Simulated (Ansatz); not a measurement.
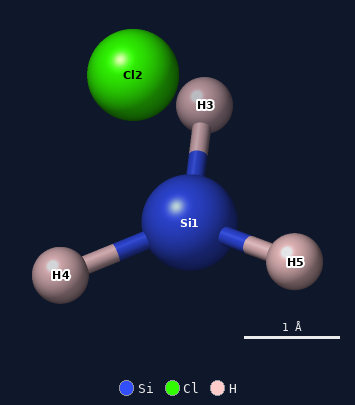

**Figure 1.** The structure (ball-and-stick view, seen at an oblique angle; atoms are numbered from 1 in the order of the input).

# SiH3Cl: single-point calculation

- system: SiH3Cl
- method: RKS PBE0-D4/def2-TZVPPD (Ansatz 0.2.0)

The input adds 1 ghost centres (basis functions without nuclei or electrons, not drawn) at the places of a partner molecule, so the energy is that in the basis of the pair. The geometry: rigid move from PBE0-D4/def2-TZVP.

## What the program printed
```
Functional definition: PBE0
  name "PBE0"
  cite "Adamo & Barone, J. Chem. Phys. 110, 6158 (1999) doi:10.1063/1.478522"
  cite "Perdew, Burke & Ernzerhof, Phys. Rev. Lett. 77, 3865 (1996) doi:10.1103/PhysRevLett.77.3865"
  parent pbe
  parameter a = 0.25
  parameter kappa = 0.804
  parameter beta = 0.06672455060314922
  exchange = (1 - a)*pbe_x(kappa = kappa, mu = beta*pi^2/3) + a*exact_x
  correlation = pbe_c(beta = beta)
1025 factors; their error is unknown
mean field evaluation 1: about -20440.5755 eV, gradient 1.8e1 eV
mean field evaluation 2: about -20439.2417 eV, gradient 2.9e1 eV
mean field evaluation 4: about -20441.6054 eV, gradient 1.2e0 eV
mean field evaluation 8: about -20441.6611 eV, gradient 2.5e-1 eV
mean field -20441.66117840 eV, -751.2171924505 hartree, gradient 1.6e-5 eV, S^2 0.000000; 0 other end points of the search recorded, 0 dependent functions left out
reference -20441.66122082 eV, -751.2171940094 hartree; 17, 17 occupied and 173, 173 virtual orbitals, 1025 factors
Total energy: -20441.72365543 eV, -751.2194884390 hartree
```

This output came from the following input.

## The input
```yaml
crystal:
  periodic: [false, false, false]
  atoms:
    - {symbol: Si, position_ang: [0.002705, 0.001487, 0.004236]}
    - {symbol: Cl, position_ang: [1.275301, 0.705625, 1.988318]}
    - {symbol: H, position_ang: [0.421318, -1.369901, 0.396475]}
    - {symbol: H, position_ang: [0.957449, 0.864140, -0.740134]}
    - {symbol: H, position_ang: [-1.152751, 0.630807, 0.696095]}
basis:
  gaussian:
    orbitals: "def2-TZVPPD.json"
    ghost_atoms:
      - {symbol: F, position_ang: [-0.978418, -0.541348, -1.525495]}
hamiltonian: {xc: pbe0, dispersion: d4}
```

Launch command:
```bash
ansatz run in.yaml --threads 2 --pin off --events-out ev --progress --plain --max-ram 5222MiB
```

## Summary

```tsv
quantity	value
outcome	converged
total energy	−20441.7237 eV
mean-field energy	−20441.6612 eV
dispersion energy	−0.0624 eV
SCF solution under orbital rotations	stable
hardware	2 threads of Arm Neoverse V1, 23 GiB of memory available, shared host
wall time	2.8 s (CPU time 5.4 s)
peak memory	0.4 GiB
```
